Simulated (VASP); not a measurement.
Band structure of Cu₃Sn (space group Fm-3m). These are LDA (Ceperley-Alder, Perdew-Zunger), VASP's LDA PAW potentials (set 64) (plane waves; VASP 6.6.1) values and carry that method's errors.

Unless said otherwise, spin-orbit coupling is left out, though it shifts the bands of the heavy elements here.

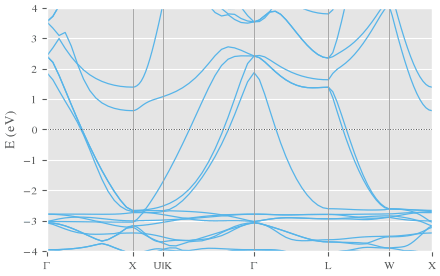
Fig. 1. Bands along high-symmetry lines, zero at the valence-band maximum or, without a gap, the Fermi level

**Question.** Read the plot: is there a gap, and where are the band edges?

**Answer.** It has no gap at this level: it comes out as a metal or semimetal. (Edges off the drawn lines would not show.)

The structure comes from a computed database's Cu3Sn entry (Fm-3m); how it stands against other phases isn't given here. It was relaxed first, which changed the volume by -9 %. The electron count is odd and the run is not spin-polarised, which forces a metal.
